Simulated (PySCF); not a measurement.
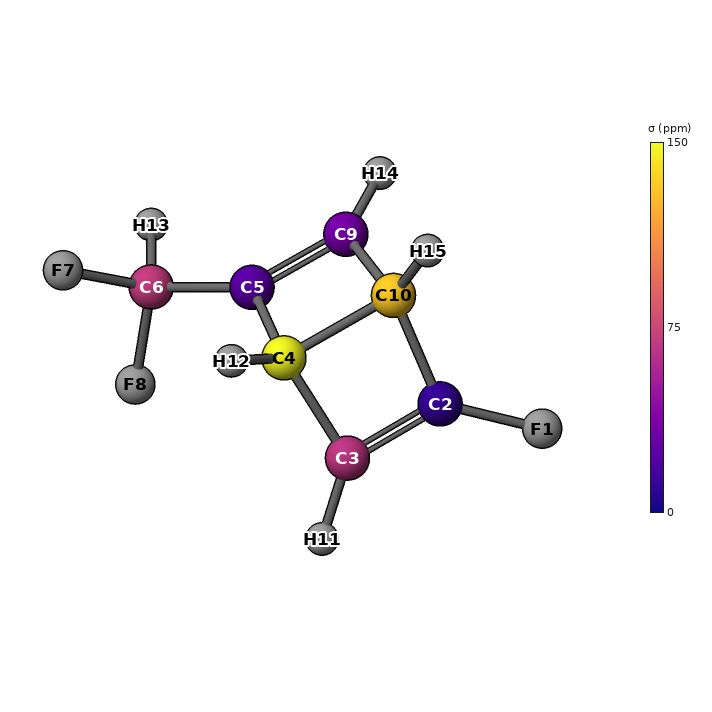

Atoms are coloured by their isotropic NMR shieldings (C only, the others grey). The geometry was computed by an optimisation with GFN2-xTB. No frequency run is at hand to confirm it as a minimum. Level of theory: GIAO PBE0/pcSseg-1 NMR shielding, non-relativistic, gas phase (PySCF 2.14.0).

**Which C atom is the most shielded (lowest chemical shift)?**

C4 (148.7 ppm).

**Which C atom is the least shielded (highest chemical shift)?**

C2 (11.7 ppm).

**How wide is the range of C shifts?**

137.0 ppm.

List the isotropic NMR shieldings of the C atoms.

| atom | σ (ppm) |
| --- | --- |
| C2 | 11.7 |
| C3 | 67.5 |
| C4 | 148.7 |
| C5 | 24.7 |
| C6 | 70.7 |
| C9 | 34.7 |
| C10 | 133.1 |
